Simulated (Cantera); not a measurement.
Input: 1 mol SO2, 0.017 mol O2, at 4.00 bar.

These are equilibrium values from Cantera (NASA tables, ideal gas, pure condensed phases), not measurements of a reactor. Candidate condensed phases: S; 10 gas species. The numbers say what is thermodynamically allowed, not how fast it happens.

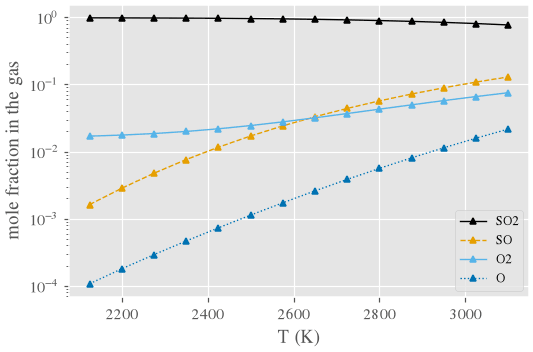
Equilibrium gas composition (values under 1e-9 drawn at 1e-9)

Read off the mole fractions at 2575 K.

SO2 about 0.95, O2 about 0.028, SO about 0.024, O about 0.0017.
